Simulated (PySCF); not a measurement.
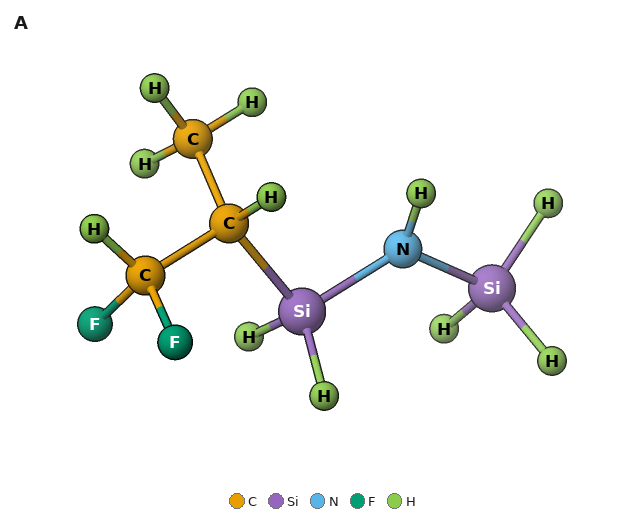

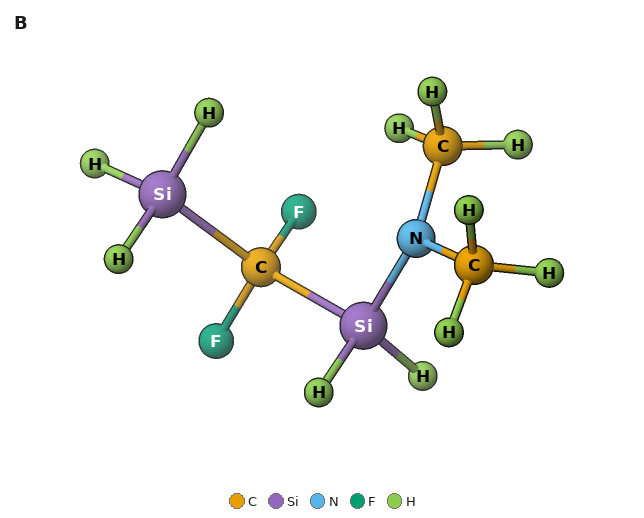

2 stationary structures of one formula. Geometries: GFN2-xTB. Electronic energies: PBE0/pcSseg-1 (PySCF 2.14.0), without zero-point energy. No frequency run is at hand to confirm each as a minimum. Each is one conformer, not always the lowest.

> How are they related?

They are constitutional isomers of C3H11F2NSi2: A `C[C@H]([SiH2]N[SiH3])C(F)F`, B `CN(C)[SiH2]C(F)(F)[SiH3]`.

> Which is lowest in energy, and by how much?

A is lowest; B lies 169.7 kJ/mol above it.

The geometry is semi-empirical. Around Si such bond lengths and angles can be off by a tenth of an ångström or more and by several degrees, and values that hang on the shape move with them.
